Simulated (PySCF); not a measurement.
# C6H16NPSi (SMILES CN=P1(C[SiH3])CCCC1): what the fields show

The calculation's input:

```
{"job": {"kind": "nmr", "xc": "PBE0", "basis": "pcSseg-1"}, "charge": 0, "multiplicity": 1}
C      0.854739     2.695032    -0.247552
N      1.195852     1.297189    -0.415596
P      0.244710     0.095742    -0.113421
C      1.125101    -1.408027    -0.594996
Si     2.778776    -1.516553     0.339428
C     -1.456589     0.015048    -0.894538
C     -2.399686    -0.510140     0.178148
C     -1.923054     0.082109     1.505407
C     -0.432319    -0.215097     1.609264
H     -0.038995     2.993679    -0.805868
H      1.697488     3.272723    -0.631678
H      0.706844     2.972684     0.801571
H      0.477208    -2.264048    -0.401253
H      1.300134    -1.341935    -1.668421
H      3.648520    -0.408759    -0.023528
H      2.517922    -1.543651     1.782698
H      3.383277    -2.798343    -0.047169
H     -1.444779    -0.596465    -1.798607
H     -1.725503     1.035215    -1.185040
H     -2.339968    -1.599346     0.228268
H     -3.436129    -0.236320    -0.027531
H     -2.478595    -0.331855     2.349066
H     -2.080672     1.163950     1.488738
H      0.075071     0.426640     2.331883
H     -0.260291    -1.255326     1.894356
```

Run with:

```sh
OMP_NUM_THREADS=1 python probes_run.py task.json out
```

Geometry: GFN2-xTB.

Theory: PBE0/pcSseg-1, SCF density, gas phase, non-relativistic (PySCF 2.14.0).

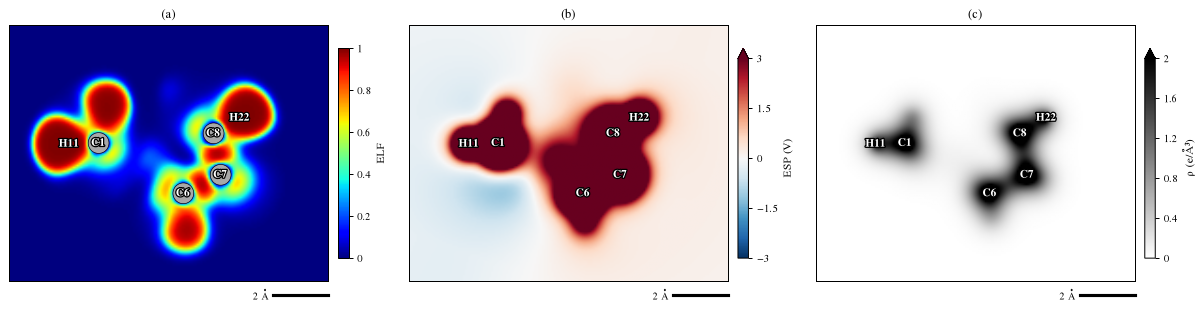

Figure 1. (a) ELF; (b) electrostatic potential; (c) total electron density on the plane of atoms C7, C8 and H22. Grey discs cover the atomic cores in the ELF map.

> What do the fields say about this system?

Atoms in the plane: C and H. C–C (1.52 Å): ρ is about 1.6 e/Å³ halfway; the ELF peaks at about 0.95 between the atoms; localised, covalent bonding. C–H (1.09 Å): the density is about 2 e/Å³ at the midpoint; the ELF climbs to about 1 towards the hydrogen, as it does in any bond to H: an ordinary covalent bond to hydrogen. Outside the dense part of the molecule the potential is most negative (−1.1 V) near N2, which lies off the plane.

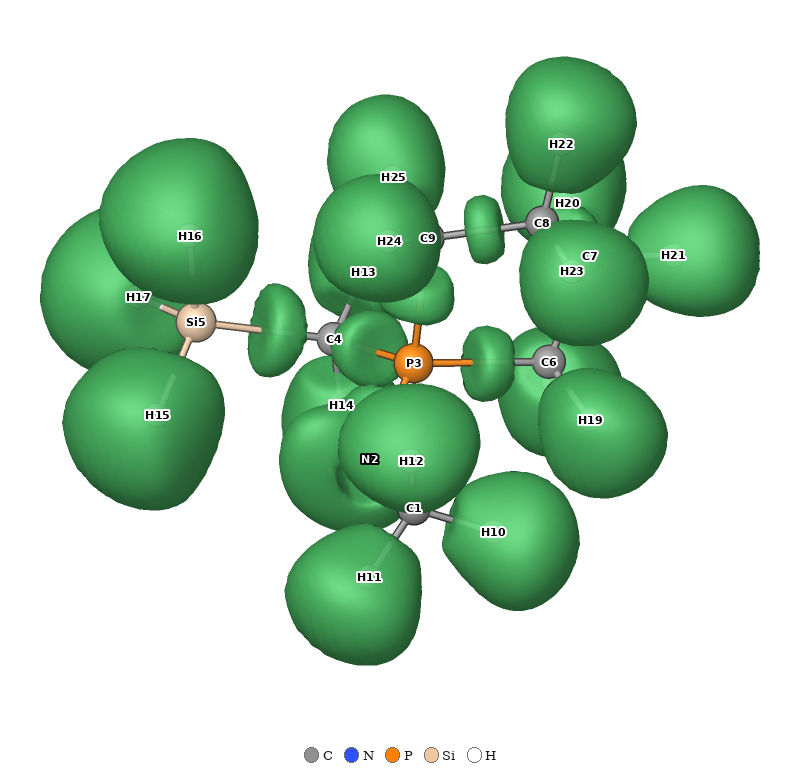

Figure 2. Isosurface of the ELF at 0.8 (green), seen at an oblique angle. Only the valence region is drawn (cores and ρ < 0.01 e/Å³ removed).

> Describe the localisation domains.

The ELF exceeds this value in three regions between bonded C–C atoms (shared pairs), one region between bonded C–N atoms (shared pairs), three regions between bonded C–P atoms (shared pairs), one region between bonded C–Si atoms (shared pairs), 16 regions around hydrogen nuclei and one region on N in which the atom's valence shell and bonds are merged.


C–N (1.45 Å): the ELF peaks at about 0.90 between the atoms (localised, covalent bonding).

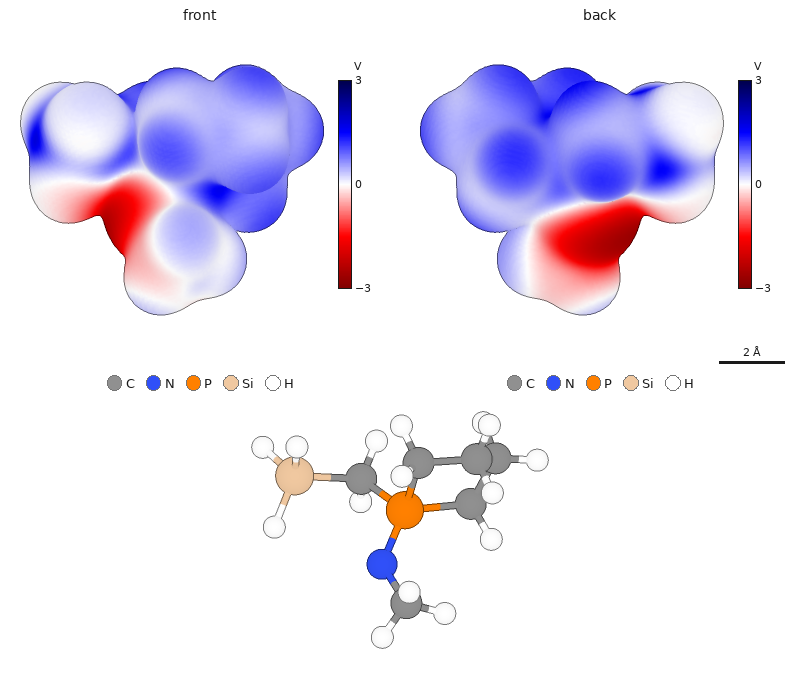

Figure 3. The electrostatic potential painted on the density surface at 0.004 e/bohr³, seen from the front and from behind; red is negative and blue positive. The bare structure is drawn below in the same view.

> Which sites attract a positive test charge, and which a negative one?

A positive charge is drawn to the negative regions and a negative charge to the positive ones. The most negative region (about −2.5 V) lies over N2, the most positive (about +1.5 V) over P3, Si5 and H13. N2 is the likeliest acceptor of a hydrogen bond.

> What dipole moment does the calculation give?

Its dipole moment is 3.21 D.
